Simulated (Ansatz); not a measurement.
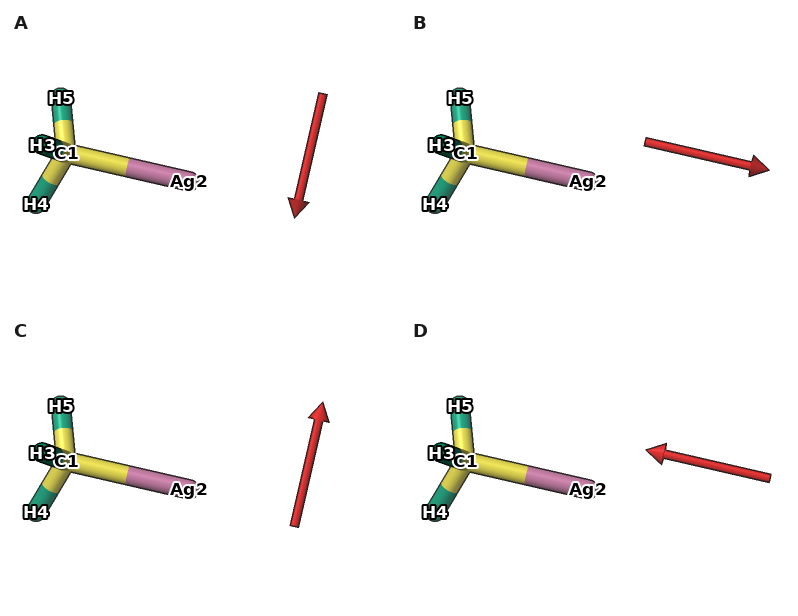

The same molecule four times, each with an arrow. The species is neutral and a spin singlet. The computed structure is the end point of a PBE0-D4/def2-TZVP optimisation. No frequency run is at hand to confirm it as a minimum. Properties computed with RKS PBE0-D4/def2-TZVP, core potentials on Ag (Ansatz 0.2.0).

Which arrow points along the dipole moment, from the negative to the positive end?

Answer. B. The dipole moment is 1.98 D; it points from the side of H3, H4, H5 to the side of Ag2 (the outermost atoms at the two ends).
